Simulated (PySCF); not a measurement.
# HfOCl₂: structure of the singlet

Aim: relax HfOCl₂ as a singlet from a trigonal planar start, check by its vibrations whether the end is a minimum, and collect its spectrum and constants.

Program: PySCF 2.14.0. Level of theory: PBE0, basis Hf def2-TZVP with ECP60, O def2-TZVP, Cl def2-TZVP, scalar-relativistic core potentials, no spin–orbit coupling, density fitting. These are calculated values, not measurements.

### 1 The starting structure

4 atoms, charge 0, spin multiplicity 1.

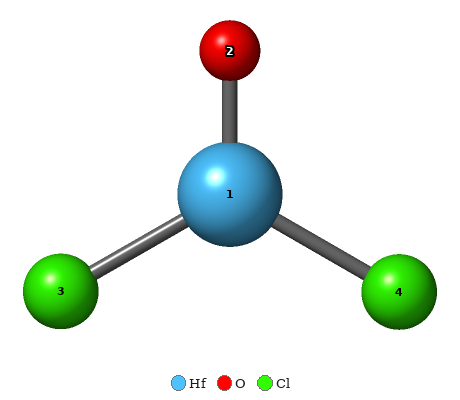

The starting geometry (hafnium blue, oxygen red, chlorine green); atoms are numbered from 1 in the order of the file.

```xyz
4
charge 0 multiplicity 1
Hf   -0.2188    0.0000    0.0000
O    -2.0688    0.0000    0.0000
Cl    1.0362   -2.1737    0.0000
Cl    1.0361    2.1737    0.0000
```

### 2 First SCF at the start

The steps below are one call of a driver around PySCF. For each, scf.py gives the equivalent set-up of the SCF; relaxations use the driver's own optimiser. After this first run the driver tries any further starts and a stability analysis.

Contents of scf.py:

```python
from pyscf import gto, scf, dft
mol = gto.M(atom='''
Hf    -0.218830    -0.000000     0.000000
O     -2.068780     0.000020     0.000000
Cl     1.036180    -2.173720     0.000000
Cl     1.036150     2.173710     0.000000''',
    basis={'Hf': 'def2-TZVP', 'O': 'def2-TZVP', 'Cl': 'def2-TZVP'},
    ecp={'Hf': 'def2-TZVP'},
    charge=0, spin=0)
mf = dft.RKS(mol, xc='PBE0')
mf.grids.atom_grid = (50, 194)
aux = {'Hf': 'def2-universal-JKFIT', 'O': 'def2-universal-JKFIT', 'Cl': 'def2-universal-JKFIT'}
mf = mf.density_fit(auxbasis=aux)
mf.conv_tol = 1e-08
mf.diis_space = 10
mf.max_cycle = 60
mf.init_guess = 'minao'
mf.verbose = 4
mf.kernel()
```

Run with:

```bash
$ OMP_NUM_THREADS=4 python axn.py task.json out
```

Standard output:

```text
init E= -1024.64435957527
  HOMO = -0.482271232228674  LUMO = -0.310208659679946  gap/eV = 4.68206
cycle= 1 E= -1043.2101983955  delta_E= -18.6  |g|= 1.12  |ddm|= 6.22
  HOMO = -0.141029303879649  LUMO = -0.130118259894057  gap/eV = 0.29690
cycle= 2 E= -1036.13959383923  delta_E= 7.07  |g|= 3.81  |ddm|= 2.91
  HOMO = -0.295767538756091  LUMO = -0.101068616342302  gap/eV = 5.29803
cycle= 3 E= -1043.41225315155  delta_E= -7.27  |g|= 0.452  |ddm|= 2.82
  HOMO = -0.346025938069411  LUMO = -0.184395947858548  gap/eV = 4.39818
cycle= 4 E= -1043.46387989146  delta_E= -0.0516  |g|= 0.209  |ddm|= 0.525
  HOMO = -0.314250730878401  LUMO = -0.149046033551149  gap/eV = 4.49545
cycle= 5 E= -1043.47308230705  delta_E= -0.0092  |g|= 0.0964  |ddm|= 0.225
  HOMO = -0.323451807440674  LUMO = -0.154231985312884  gap/eV = 4.60471
cycle= 6 E= -1043.47552537323  delta_E= -0.00244  |g|= 0.0243  |ddm|= 0.0911
  HOMO = -0.323774108881117  LUMO = -0.152327214037927  gap/eV = 4.66531
cycle= 7 E= -1043.47565033525  delta_E= -0.000125  |g|= 0.00585  |ddm|= 0.0196
  HOMO = -0.324448064606976  LUMO = -0.152529028705128  gap/eV = 4.67816
cycle= 8 E= -1043.47565614558  delta_E= -5.81e-06  |g|= 0.00239  |ddm|= 0.0034
  HOMO = -0.324491767625735  LUMO = -0.152364120193343  gap/eV = 4.68383
cycle= 9 E= -1043.47565737249  delta_E= -1.23e-06  |g|= 0.000479  |ddm|= 0.00137
  HOMO = -0.324522618287568  LUMO = -0.152362879612357  gap/eV = 4.68471
cycle= 10 E= -1043.47565741938  delta_E= -4.69e-08  |g|= 0.000181  |ddm|= 0.000275
  HOMO = -0.324534660385902  LUMO = -0.152362336424563  gap/eV = 4.68505
cycle= 11 E= -1043.47565742641  delta_E= -7.03e-09  |g|= 1.1e-05  |ddm|= 0.000102
  HOMO = -0.324534978277671  LUMO = -0.152362227104819  gap/eV = 4.68506
Extra cycle  E= -1043.47565742644  delta_E= -2.86e-11  |g|= 8.62e-06  |ddm|= 1.73e-05
converged SCF energy = -1043.47565742644
```

This step, with its further starts and checks, took 12 s on 4 threads of Arm Neoverse V2, shared host.

Energies from each starting density:

```
                      start   energy (Eh)
    the minimal-basis guess  -1043.475657
a thermally smeared density  -1043.475657
      a smeared PBE density  -1043.475657
```

No lower closed-shell solution turned up from the other starts or in the test of internal stability.

### 3 Relaxation: trigonal planar start, singlet

The program finds C2v symmetry in the start, which this walk keeps.

scf.py: that of step 2 with these lines changed.

```diff
@@ -3,4 +3,4 @@
-Hf    -0.218830    -0.000000     0.000000
-O     -2.068780     0.000020     0.000000
-Cl     1.036180    -2.173720     0.000000
-Cl     1.036150     2.173710     0.000000''',
+Hf    -0.218828    -0.000000     0.000000
+O     -2.068778    -0.000002     0.000000
+Cl     1.036169    -2.173714     0.000000
+Cl     1.036166     2.173716     0.000000''',
@@ -17 +16,0 @@
-mf.init_guess = 'minao'
```

Energy and gradient, step by step:

| step | energy (Eh) | change (kJ/mol) | largest symmetric gradient (Eh/bohr) |
| --- | --- | --- | --- |
| 0 | -1043.475657 | 0.00 | 0.08489 |
| 1 | -1043.492733 | -44.83 | 0.02440 |
| 2 | -1043.494811 | -50.29 | 0.01076 |
| 3 | -1043.495217 | -51.35 | 0.00207 |
| 4 | -1043.495456 | -51.98 | 0.00316 |
| 5 | -1043.495501 | -52.10 | 0.00097 |
| 6 | -1043.495501 | -52.10 | 0.00014 |

The walk took 15 s.

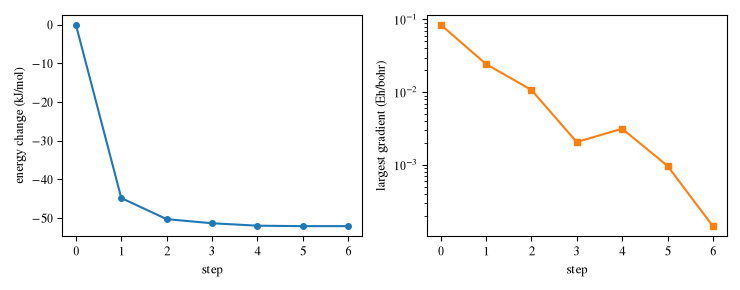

Energy and largest gradient along the walk.

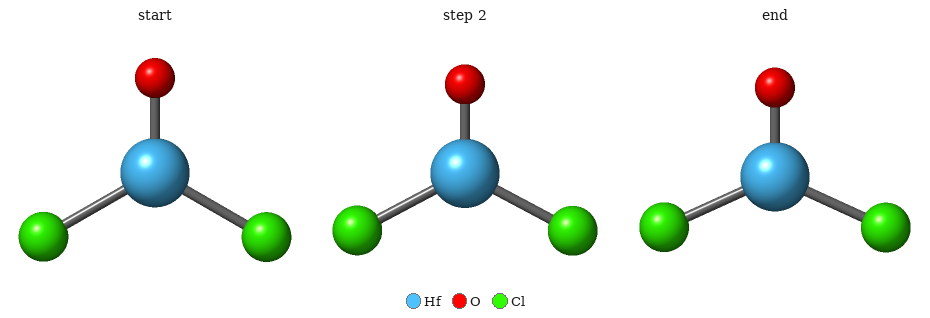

Start and end of the relaxation, with a step between.

It settles in C2v symmetry, 52.1 kJ/mol below the start, after 6 steps: Hf–Cl 2.377 Å (×2), Hf–O 1.743 Å; Cl–Hf–Cl 130.8°, Cl–Hf–O 114.6° (×2).

### 4 Hessian and properties

On the finer grid the gradient is checked again; gradients at displacements of ±0.02 bohr then give force constants and infrared intensities.

scf.py: that of step 3 with these lines changed.

```diff
@@ -3,4 +3,4 @@
-Hf    -0.218828    -0.000000     0.000000
-O     -2.068778    -0.000002     0.000000
-Cl     1.036169    -2.173714     0.000000
-Cl     1.036166     2.173716     0.000000''',
+Hf    -0.165248    -0.000000     0.000000
+O     -1.908340    -0.000002     0.000000
+Cl     0.843948    -2.151700     0.000000
+Cl     0.843945     2.151701     0.000000''',
@@ -11 +11 @@
-mf.grids.atom_grid = (50, 194)
+mf.grids.atom_grid = (75, 302)
@@ -14 +14 @@
-mf.conv_tol = 1e-08
+mf.conv_tol = 1e-10
```

The driver hands on the density of the step before, so the log starts near convergence.

Log of the central SCF (cycles and frontier levels):

```text
init E= -1043.49544086652
  HOMO = -0.327812965335924  LUMO = -0.134953752461602  gap/eV = 5.24797
cycle= 1 E= -1043.49544086652  delta_E= 1.36e-12  |g|= 3.56e-06  |ddm|= 4.57e-06
  HOMO = -0.327812220268187  LUMO = -0.134953101578767  gap/eV = 5.24796
Extra cycle  E= -1043.49544086652  delta_E= 3.64e-12  |g|= 5.94e-06  |ddm|= 6.8e-06
converged SCF energy = -1043.49544086652
```

The whole step took 51 s.

Geometry: C2v; Hf–Cl 2.377 Å (×2), Hf–O 1.743 Å; Cl–Hf–Cl 129.7°, Cl–Hf–O 115.1° (×2).

Modes, for the most abundant isotopes:

```csv
symmetry,ω (cm⁻¹),IR (km/mol)
b1,53i,62.4
a1,90,3.5
b2,191,3.8
a1,357,20.4
b2,384,117
a1,956,191
```

With 1 mode imaginary (up to 53i cm⁻¹) this point is a saddle.

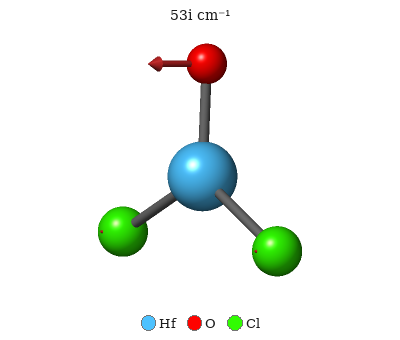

The imaginary mode, as arrows.

Properties at this point:

```yaml
Dipole_moment: 1.87 D
Highest_occupied_level: -8.92 eV
Lowest_empty_level: -3.67 eV
Rotational_constants: 0.1492, 0.05206, 0.0386 cm⁻¹
Zero-point_energy_real_modes: 11.8 kJ/mol
Principal_polarisabilities: 42.7, 62.0, 73.7 bohr³
Atomisation_energy_without_zero-point_energy: 1679 kJ/mol
Principal_traceless_quadrupole_moments_about_the_centre_of_mass: -8.53, -7.34, 15.87 D Å
```

Populations by atom (charges in e):

```json
{"atom": "Hf1", "Mulliken": "1.32", "Löwdin": "0.34", "polar tensor": "2.27", "Mayer order to Hf1": "–"}
{"atom": "O2", "Mulliken": "-0.53", "Löwdin": "-0.32", "polar tensor": "-0.97", "Mayer order to Hf1": "2.18"}
{"atom": "Cl3,4", "Mulliken": "-0.40", "Löwdin": "-0.01", "polar tensor": "-0.65", "Mayer order to Hf1": "1.03"}
```

Mulliken populations on Hf1 (outside its core potential): s 2.28, p 6.32, d 1.96, f 0.13.

### 5 Following the imaginary mode

The atoms are moved a little along the softest imaginary mode and relaxed again.

The program finds Cs symmetry in the start, which this walk keeps. Threshold on the gradient: 0.0003 Eh/bohr, with a further test on the energy change.

scf.py: that of step 4 with these lines changed.

```diff
@@ -3,4 +3,4 @@
-Hf    -0.165248    -0.000000     0.000000
-O     -1.908340    -0.000002     0.000000
-Cl     0.843948    -2.151700     0.000000
-Cl     0.843945     2.151701     0.000000''',
+Hf    -0.160600    -0.000000    -0.060603
+O     -1.903692    -0.000002     0.250000
+Cl     0.848596    -2.151700     0.098754
+Cl     0.848593     2.151701     0.098754''',
@@ -11 +11 @@
-mf.grids.atom_grid = (75, 302)
+mf.grids.atom_grid = (50, 194)
@@ -14 +14 @@
-mf.conv_tol = 1e-10
+mf.conv_tol = 1e-08
```

Steps of the walk:

```csv
step,energy (Eh),change (kJ/mol),largest symmetric gradient (Eh/bohr)
0,-1043.494980,0.00,0.02546
1,-1043.495809,-2.17,0.00328
2,-1043.496008,-2.70,0.00191
3,-1043.496087,-2.91,0.00832
4,-1043.496223,-3.26,0.00470
5,-1043.496419,-3.78,0.00232
6,-1043.496493,-3.97,0.00114
7,-1043.496496,-3.98,0.00043
8,-1043.496497,-3.98,0.00031
9,-1043.496497,-3.98,0.00008
```

The walk took 26 s.

Positions (Å) and forces (eV/Å) along the way:

```
step 0
Hf  -0.161   0.000  -0.061  -1.231   0.000   0.214
O   -1.904   0.000   0.250   1.310   0.000  -0.217
Cl   0.849  -2.152   0.099  -0.039   0.162   0.001
Cl   0.849   2.152   0.099  -0.039  -0.162   0.001
step 1
Hf  -0.174   0.000  -0.085   0.157   0.000  -0.093
O   -1.879   0.000   0.257  -0.168   0.000   0.059
Cl   0.843  -2.139   0.108   0.006   0.038   0.017
Cl   0.843   2.139   0.108   0.006  -0.038   0.017
step 5
Hf  -0.213   0.000  -0.225  -0.121   0.000  -0.016
O   -1.874   0.000   0.305   0.043   0.000  -0.003
Cl   0.860  -2.074   0.153   0.039  -0.006   0.010
Cl   0.860   2.074   0.153   0.039   0.006   0.010
step 9
Hf  -0.235   0.000  -0.256   0.001   0.000   0.001
O   -1.882   0.000   0.314  -0.002   0.000   0.015
Cl   0.875  -2.046   0.164   0.000   0.001  -0.008
Cl   0.875   2.046   0.164   0.000  -0.001  -0.008
```

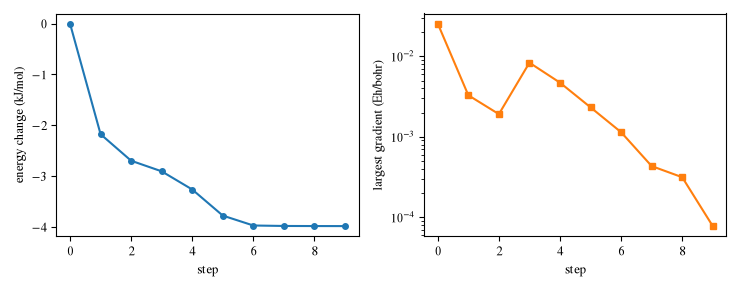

How energy and gradient fall.

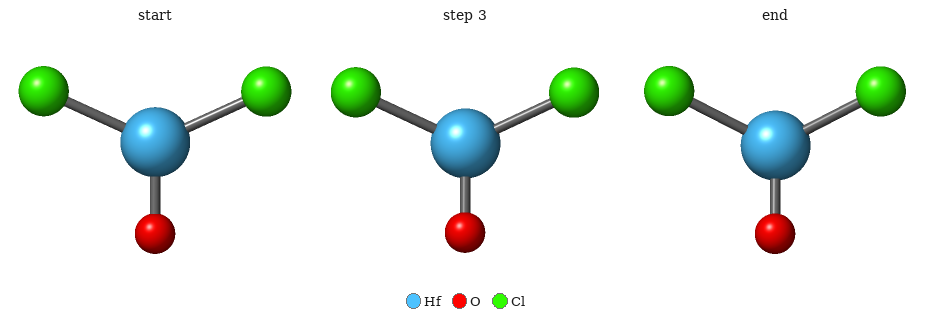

The geometry along the walk, at one scale.

After 9 steps and 4.0 kJ/mol it ends at Cs: Hf–Cl 2.365 Å (×2), Hf–O 1.742 Å; Cl–Hf–Cl 119.8°, Cl–Hf–O 112.7° (×2).

### 6 Hessian and properties

The same treatment as at the point before.

scf.py: that of step 5 with these lines changed.

```diff
@@ -3,4 +3,4 @@
-Hf    -0.160600    -0.000000    -0.060603
-O     -1.903692    -0.000002     0.250000
-Cl     0.848596    -2.151700     0.098754
-Cl     0.848593     2.151701     0.098754''',
+Hf    -0.182187    -0.000000    -0.142076
+O     -1.829364    -0.000002     0.425275
+Cl     0.906560    -2.058407     0.273725
+Cl     0.906557     2.058409     0.273725''',
@@ -11 +11 @@
-mf.grids.atom_grid = (50, 194)
+mf.grids.atom_grid = (75, 302)
@@ -14 +14 @@
-mf.conv_tol = 1e-08
+mf.conv_tol = 1e-10
```

Log of the central SCF (cycles and frontier levels):

```text
init E= -1043.49641329695
  HOMO = -0.324290156603446  LUMO = -0.130313566400794  gap/eV = 5.27837
cycle= 1 E= -1043.49641329695  delta_E= 6.82e-12  |g|= 5.16e-06  |ddm|= 7.14e-06
  HOMO = -0.324290810265277  LUMO = -0.130314644753115  gap/eV = 5.27836
Extra cycle  E= -1043.49641329694  delta_E= 5e-12  |g|= 7.59e-06  |ddm|= 1.05e-05
converged SCF energy = -1043.49641329694
```

The whole step took 60 s on 4 threads of Arm Neoverse V2, shared host.

Geometry: Cs; Hf–Cl 2.365 Å (×2), Hf–O 1.742 Å; Cl–Hf–Cl 121.0°, Cl–Hf–O 112.2° (×2).

Modes, for the most abundant isotopes:

| symmetry | ω (cm⁻¹) | IR (km/mol) | μ (u) |
| --- | --- | --- | --- |
| a' | 56 | 34.5 | 33.49 |
| a' | 112 | 14.1 | 27.90 |
| a'' | 198 | 5.2 | 18.48 |
| a' | 364 | 26.7 | 37.68 |
| a'' | 383 | 108 | 42.87 |
| a' | 957 | 182 | 17.28 |

μ is the mass of the mode for normalised Cartesian displacements, not the reduced mass of the usual diatomic formula.

Every mode is real; the point is a minimum.

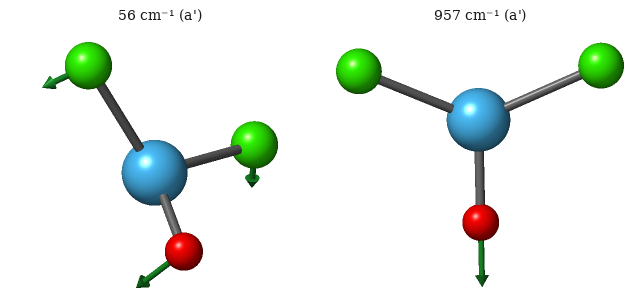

How the atoms move in 2 of the modes.

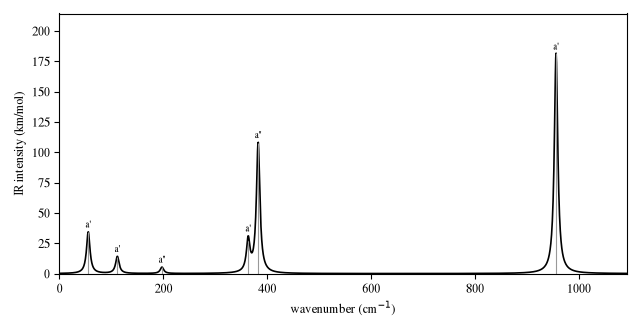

The harmonic infrared spectrum (widths in cm⁻¹). Lines are broadened to a width of 8 cm⁻¹ (Lorentzian).

Constants and moments:

- Dipole moment: 3.99 D
- Highest occupied level: -8.82 eV
- Lowest empty level: -3.55 eV
- Rotational constants: 0.1309, 0.05487, 0.0407 cm⁻¹
- Zero-point energy: 12.4 kJ/mol
- Principal polarisabilities: 42.7, 62.7, 72.8 bohr³
- Atomisation energy without zero-point energy: 1681 kJ/mol
- Principal traceless quadrupole moments about the centre of mass: -8.84, -6.12, 14.96 D Å
- Entropy at 298.15 K and 1 bar: 347.3 J/(mol K)
- Heat capacity Cp at 298.15 K: 71.9 J/(mol K)
- Enthalpy at 298.15 K above 0 K: 17.31 kJ/mol
- Rotational symmetry number: 1

Charges (e) and bond orders:

| atom | Mulliken | Löwdin | polar tensor | Mayer order to Hf1 |
| --- | --- | --- | --- | --- |
| Hf1 | 1.30 | 0.30 | 2.18 | – |
| O2 | -0.53 | -0.31 | -0.93 | 2.18 |
| Cl3,4 | -0.38 | 0.01 | -0.62 | 1.04 |

Mulliken populations on Hf1 (outside its core potential): s 2.29, p 6.29, d 2.00, f 0.13.

### 7 Stability of the closed shell

At the lowest minimum the closed shell is tested against spin polarisation, on the (50, 194) grid. It is stable.

### 8 The points found, side by side

| spin | group | bonds | imaginary modes (cm⁻¹) | ΔE (kJ/mol) | with zero-point energy |
| --- | --- | --- | --- | --- | --- |
| singlet | Cs | Hf–Cl 2.365 Å (×2), Hf–O 1.742 Å | none | 0.0 | 0.0 |
| singlet | C2v | Hf–Cl 2.377 Å (×2), Hf–O 1.743 Å | 53i | 2.6 | – |

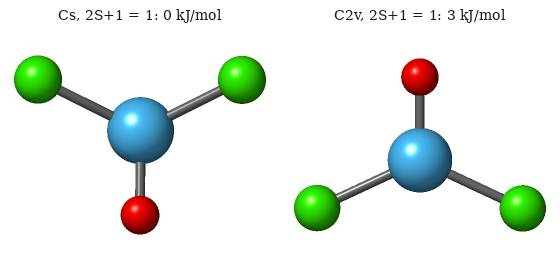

The points, lowest first (hafnium blue, oxygen red, chlorine green).

### 9 Results

| quantity | value |
| --- | --- |
| minimum | singlet, Cs |
| geometry | Hf–Cl 2.365 Å (×2), Hf–O 1.742 Å; Cl–Hf–Cl 121.0°, Cl–Hf–O 112.2° (×2) |
| wavenumbers (cm⁻¹) | 56 (a'), 112 (a'), 198 (a''), 364 (a'), 383 (a''), 957 (a') |
| dipole moment | 3.99 D |
| highest occupied, lowest empty level | -8.82, -3.55 eV |
| polar-tensor charge of Hf1 | +2.18 e |
| zero-point energy | 12.4 kJ/mol |
| entropy at 298.15 K | 347.3 J/(mol K) |
| atomisation energy (no zero-point energy) | 1681 kJ/mol |

What this shows: From C2v at the start the molecule goes to a Cs minimum, after a stop at a saddle point 2.6 kJ/mol higher, from which it was pushed off along an imaginary mode. In the infrared the band at 957 cm⁻¹ (a', stretch) leads. Only this shape and spin were tried, so other structures or states may lie lower. With an element this heavy the missing spin–orbit coupling can shift these numbers.

The search up to here took 2.8 min.
